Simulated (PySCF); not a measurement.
**B2F4H2S2 ((F2B-mu-SH)2): density, localisation and related maps**

```csv
atom,x (Å),y (Å),z (Å)
B,1.3186,-0.1818,0.3449
F,2.0445,-1.0178,-0.4167
F,1.9183,0.4205,1.3785
S,-0.3651,-1.0752,1.0155
B,-1.2391,0.5145,0.1201
F,-1.6167,1.3879,1.0621
F,-2.1521,0.1126,-0.7794
S,0.4157,1.2260,-0.7933
H,-0.5065,-1.9143,-0.0332
H,0.3070,0.4507,-1.8940
```

Geometry: PBE0-D3(BJ)/def2-SVP.

Method: PySCF, CAM-B3LYP/def2-SVPD, SCF density, gas phase.

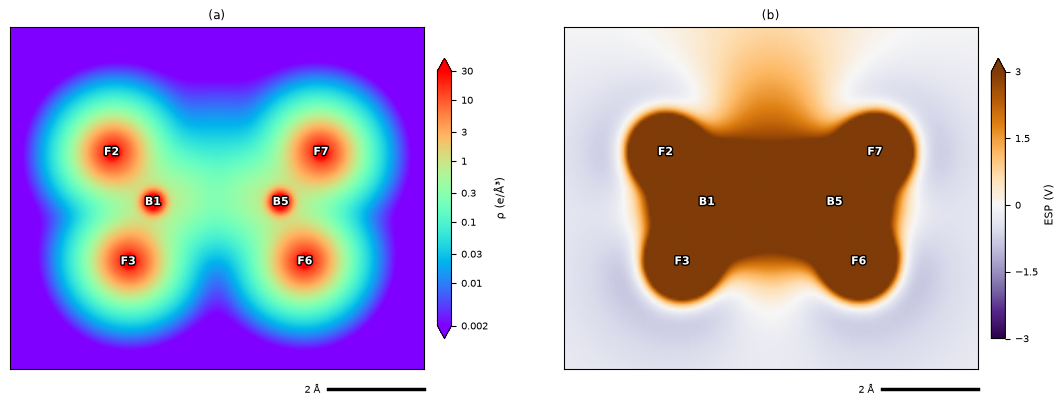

Figure 1. (a) total electron density; (b) electrostatic potential on the plane of atoms F2, B1 and F3.

What do the fields say about this system?

Answer.
- The plane passes through B and F nuclei.
- B–F (1.34 Å): the density is about 2.1 e/Å³ at the midpoint.
- Outside the dense part of the molecule the potential is most negative (−0.8 V) near F3 and F6.

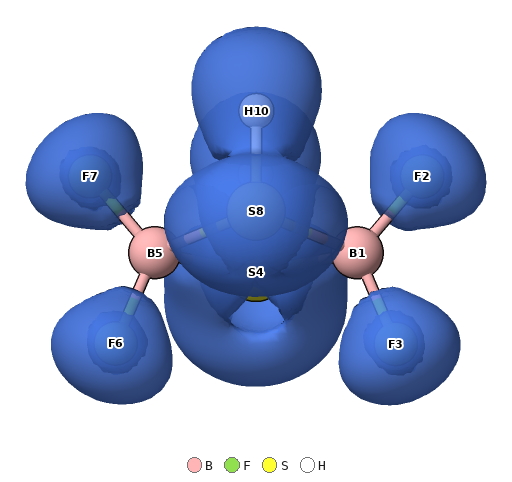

Figure 2. Isosurface of the electron localisation function at 0.75 (blue), seen from one side. Only the valence region is drawn (cores and ρ < 0.01 e/Å³ removed).

Identify the bonds, lone pairs and shells in this picture.

Answer. The surface consists of four regions on F in which the atom's valence shell and bonds are merged and two joined regions spread over several atoms (H, S), in which their bonds and any lone pairs are merged. Along the contacts the grid gives the following. B–F (1.34 Å): the ELF peaks at about 0.85 between the atoms: a shared but strongly polarised pair. B–S (2.02 Å): the ELF peaks at about 0.95 between the atoms: a shared electron pair.

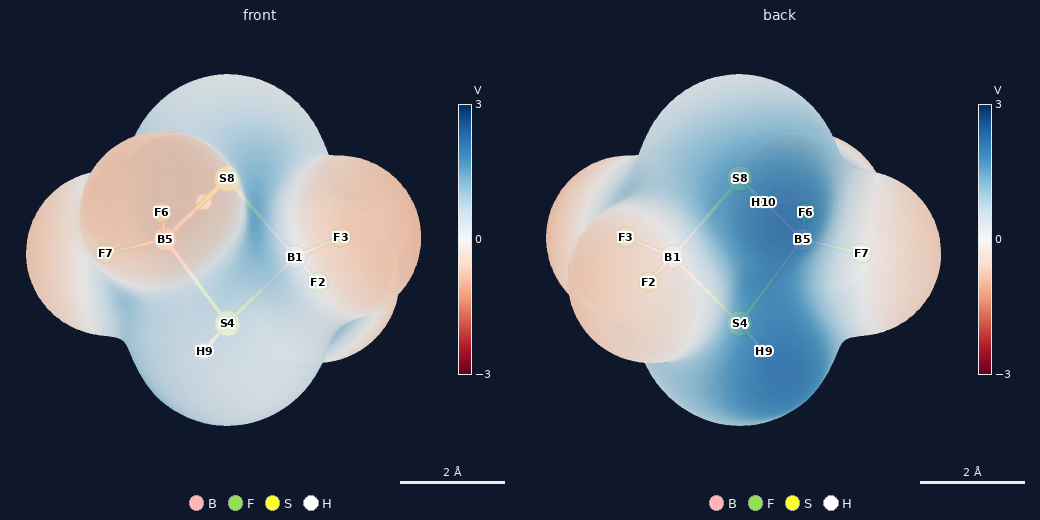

Figure 3. The molecular electrostatic potential painted on the density surface at 0.002 e/bohr³, seen from the front and from behind; red is negative and blue positive.

Which sites attract a positive test charge, and which a negative one?

Answer. A positive charge is drawn to the negative regions and a negative charge to the positive ones. The most negative region (about −0.8 V) lies over F3 and F6, the most positive (about +2.2 V) over H9 and H10.

What dipole moment does the calculation give?

Answer. Its dipole moment is 2.28 D.
